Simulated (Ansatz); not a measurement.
# How thick a slab does the work function of Pb need?

Slabs of Pb from 1 to 13 layers are run on 3 faces. From which thickness on does the work function stay within 0.05 eV of the thickest slab's, and does that depend on the face?

**Method.** Ansatz 0.2.0, plane waves with PAW datasets (its set soft_2), PBE; symmetric slabs at bulk places and the tabulated experimental lattice constant, 18 Å of vacuum, one k-mesh a face (spacing 0.16 Å⁻¹, 2π included), Fermi-Dirac smearing of 0.1 eV.

The runs side by side:

| layers | Pb(100) (eV) | Pb(110) (eV) | Pb(111) (eV) |
| --- | --- | --- | --- |
| 1 | 4.014 | 4.016 | 4.041 |
| 2 | 3.608 | 3.886 | 3.486 |
| 3 | 3.735 | 3.601 | 3.950 |
| 4 | 3.717 | 3.481 | 3.722 |
| 5 | 3.669 | 3.662 | 3.699 |
| 6 | 3.716 | 3.735 | 3.741 |
| 7 | 3.736 | 3.700 | 3.675 |
| 8 | 3.715 | 3.598 | 3.774 |
| 10 | 3.714 | 3.656 | 3.768 |
| 13 | 3.726 | 3.643 | 3.720 |

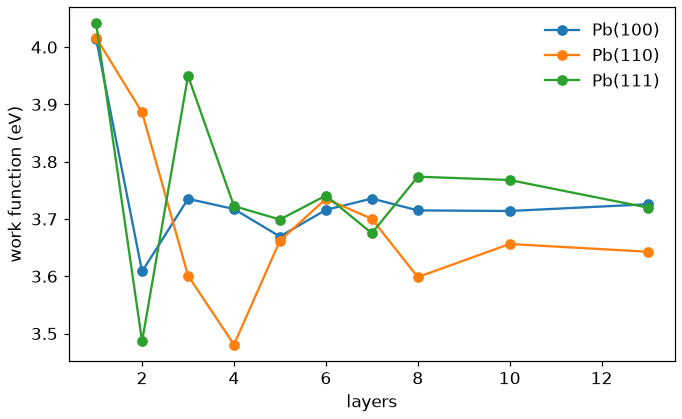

Work function against thickness.

**Answer.** Within 0.05 eV of the 13-layer value: Pb(100) from 6 layers on, Pb(110) from 8 layers on and Pb(111) from 10 layers on. In length between the outer atoms these thicknesses are 12.4 Å, 12.3 Å and 25.7 Å; the faces differ a good deal. From four layers on the values span 0.066 to 0.254 eV, most on Pb(110). Thirteen layers cost about 7 to 8 times the CPU time of four.

**Limits.** The 13-layer slab is the reference and is itself not proved converged. Thicknesses missing from the table have no sound run at this vacuum, and where values alternate they could fall outside the band. Spin-orbit coupling is left out. The smearing damps swings with thickness. The slabs are unrelaxed and unreconstructed, and the CPU ratio is rough.
